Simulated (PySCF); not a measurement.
**BH2Cl (SMILES BCl): B3LYP/def2-SVP**

Aim: the vertical singlet–triplet gap of BH2Cl at B3LYP/def2-SVP, from 2 runs. 

Program for the calculation: PySCF 2.14.0.

## 1. The structure to begin with

BH2Cl has 4 atoms, charge 0, and is taken as a singlet. As SMILES, `BCl`. Geometry: relaxed at PBE0-D4/def2-TZVP.

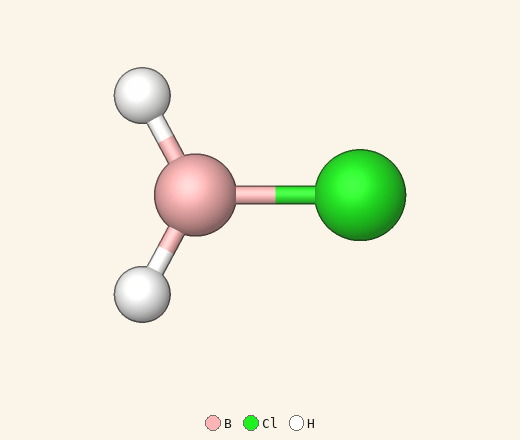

The structure, seen from a chosen angle (boron pink, chlorine green, hydrogen white).

## 2. The energy at B3LYP/def2-SVP

File geometry.xyz:

```xyz
4

B     -0.116700     0.021700    -0.075300
Cl     1.365000    -0.395300     0.721200
H     -1.106200    -0.559500     0.240400
H     -0.086600     0.872800    -0.906600
```

File run.py:

```python
from pyscf import gto, dft

mol = gto.M(
    atom='geometry.xyz',
    spin=0,
    charge=0,
    basis='def2-svp',
    max_memory=1860,
    verbose=4,
)

mf = dft.RKS(mol, xc='b3lyp')
mf.grids.level = 4
mf.conv_tol = 1e-10
mf.kernel()
if not mf.converged:
    mf = mf.newton().run(mf.mo_coeff, mf.mo_occ)

energy = mf.e_tot
print('Final energy', energy)
```

Launch:

```
$ OMP_NUM_THREADS=1 python run.py
```

What it wrote:

```text
PySCF version 2.14.0

[INPUT] num. atoms = 4
[INPUT] num. electrons = 24
[INPUT] charge = 0
[INPUT] spin (= nelec alpha-beta = 2S) = 0
[INPUT] symmetry False subgroup None
[INPUT] Mole.unit = angstrom
[INPUT] Symbol           X                Y                Z      unit          X                Y                Z       unit  Magmom
[INPUT]  1 B     -0.116700000000   0.021700000000  -0.075300000000 AA   -0.220531038737   0.041007056903  -0.142296377180 Bohr   0.0
[INPUT]  2 Cl     1.365000000000  -0.395300000000   0.721200000000 AA    2.579476160031  -0.747008737041   1.362870481036 Bohr   0.0
[INPUT]  3 H     -1.106200000000  -0.559500000000   0.240400000000 AA   -2.090415038994  -1.057301766694   0.454290160345 Bohr   0.0
[INPUT]  4 H     -0.086600000000   0.872800000000  -0.906600000000 AA   -0.163650282387   1.649352961520  -1.713225704531 Bohr   0.0

nuclear repulsion = 37.7830159999581
number of shells = 20
number of NR pGTOs = 74
number of NR cGTOs = 42
basis = def2-svp
ecp = {}

******** <class 'pyscf.dft.rks.RKS'> ********
method = RKS
initial guess = minao
damping factor = 0
level_shift factor = 0
DIIS = <class 'pyscf.scf.diis.CDIIS'>
diis_start_cycle = 1
diis_space = 8
diis_damp = 0
SCF conv_tol = 1e-10
SCF conv_tol_grad = None
SCF max_cycles = 50
direct_scf = True
direct_scf_tol = 1e-13
XC library pyscf.dft.libxc version 7.0.0
    S. Lehtola, C. Steigemann, M. J.T. Oliveira, and M. A.L. Marques.,  SoftwareX 7, 1–5 (2018)
XC functionals = b3lyp
    P. J. Stephens, F. J. Devlin, C. F. Chabalowski, and M. J. Frisch.,  J. Phys. Chem. 98, 11623 (1994)
radial grids:
    Treutler-Ahlrichs [JCP 102, 346 (1995); DOI:10.1063/1.469408] (M4) radial grids

becke partition: Becke, JCP 88, 2547 (1988); DOI:10.1063/1.454033
pruning grids: <function nwchem_prune>
grids dens level: 4
symmetrized grids: False
atomic radii adjust function: <function treutler_atomic_radii_adjust>
small_rho_cutoff = 0
Set gradient conv threshold to 1e-05
Initial guess from minao.
tot grids = 88216
init E= -486.087014718773
  HOMO = -0.333934619902744  LUMO = -0.111194903519771  gap/eV = 6.06106
cycle= 1 E= -486.113708493433  delta_E= -0.0267  |g|= 0.15  |ddm|= 1.83
  HOMO = -0.281026084745618  LUMO = -0.0675347663466339  gap/eV = 5.80939
cycle= 2 E= -486.11345737821  delta_E= 0.000251  |g|= 0.157  |ddm|= 0.421
  HOMO = -0.300246361868614  LUMO = -0.0629226163241436  gap/eV = 6.45791
cycle= 3 E= -486.12023576783  delta_E= -0.00678  |g|= 0.0235  |ddm|= 0.239
  HOMO = -0.303207785009177  LUMO = -0.0681544949354742  gap/eV = 6.39613
cycle= 4 E= -486.120423250387  delta_E= -0.000187  |g|= 0.00615  |ddm|= 0.0336
  HOMO = -0.302529767880148  LUMO = -0.0670487332860135  gap/eV = 6.40777
cycle= 5 E= -486.120435116398  delta_E= -1.19e-05  |g|= 0.000726  |ddm|= 0.00711
  HOMO = -0.30259394346556  LUMO = -0.0670413129851726  gap/eV = 6.40971
cycle= 6 E= -486.120435289058  delta_E= -1.73e-07  |g|= 8.61e-05  |ddm|= 0.00129
  HOMO = -0.302582925653879  LUMO = -0.0670450397580891  gap/eV = 6.40931
cycle= 7 E= -486.120435291615  delta_E= -2.56e-09  |g|= 8.21e-06  |ddm|= 0.000104
  HOMO = -0.302581403095661  LUMO = -0.0670434933829163  gap/eV = 6.40931
cycle= 8 E= -486.120435291635  delta_E= -2.01e-11  |g|= 1.2e-06  |ddm|= 1.36e-05
  HOMO = -0.302581792891841  LUMO = -0.0670439840103061  gap/eV = 6.40931
Extra cycle  E= -486.120435291636  delta_E= -9.09e-13  |g|= 6.37e-07  |ddm|= 3.66e-06
converged SCF energy = -486.120435291636
Final energy -486.1204352916359
```

It took 2.5 s on 1 thread of Arm Neoverse V1, shared host; peak memory 0.23 GiB.

## 3. The triplet at the same level

File calc.py:

```python
from pyscf import gto, dft

system = gto.M(
    atom='B -0.116700 0.021700 -0.075300; Cl 1.365000 -0.395300 0.721200; H -1.106200 -0.559500 0.240400; H -0.086600 0.872800 -0.906600',
    charge=0,
    basis='def2-svp',
    verbose=3,
    max_memory=1860,
    spin=2,
)

mf = dft.UKS(system)
mf.xc = 'b3lyp'
mf.grids.level = 4
mf.conv_tol = 1e-10
mf.kernel()
if not mf.converged:
    mf = mf.newton().run(mf.mo_coeff, mf.mo_occ)

energy = mf.e_tot
print('Final energy', energy)
```

Launch:

```
$ OMP_NUM_THREADS=1 python calc.py
```

What it wrote:

```text
WARN: HOMO -0.11119490351977 >= LUMO -0.333934619902745

WARN: HOMO -0.109143481873695 >= LUMO -0.240474353006351

WARN: HOMO -0.13748887412961 >= LUMO -0.247849977474385

WARN: HOMO -0.144174734672621 >= LUMO -0.251293196090681

WARN: HOMO -0.142356485226404 >= LUMO -0.248386382257709

WARN: HOMO -0.142387495285849 >= LUMO -0.248262947873227

WARN: HOMO -0.142428809666343 >= LUMO -0.248250972863999

WARN: HOMO -0.142429047345289 >= LUMO -0.248236153110736

WARN: HOMO -0.142432623067195 >= LUMO -0.248236506254694

WARN: HOMO -0.142433253414795 >= LUMO -0.248236685094245

WARN: HOMO -0.142433200269164 >= LUMO -0.248236566891727

converged SCF energy = -485.949906248703  <S^2> = 2.0040162  2S+1 = 3.0026763
Final energy -485.94990624870263
```

It took 4.8 s on 1 thread of Arm Neoverse V1, shared host; peak memory 0.24 GiB.

## 4. Outcome

At B3LYP/def2-SVP:

```
                                        quantity          value
                           singlet: total energy  -486.12044 Eh
                          singlet: dipole moment         0.31 D
                            singlet: HOMO energy       -8.23 eV
                            singlet: LUMO energy       -1.82 eV
                          singlet: HOMO–LUMO gap        6.41 eV
                           triplet: total energy  -485.94991 Eh
                          triplet: dipole moment         0.88 D
     triplet: HOMO energy (highest over α and β)       -3.88 eV
                                   triplet: ⟨S²⟩          2.004
vertical energy of the triplet above the singlet       4.640 eV
```

What this shows: At this shape the triplet lies 4.64 eV (448 kJ/mol) above the singlet. Mulliken charges (triplet) run from -0.35 on B1 to +0.16 on Cl2; they depend strongly on the basis.
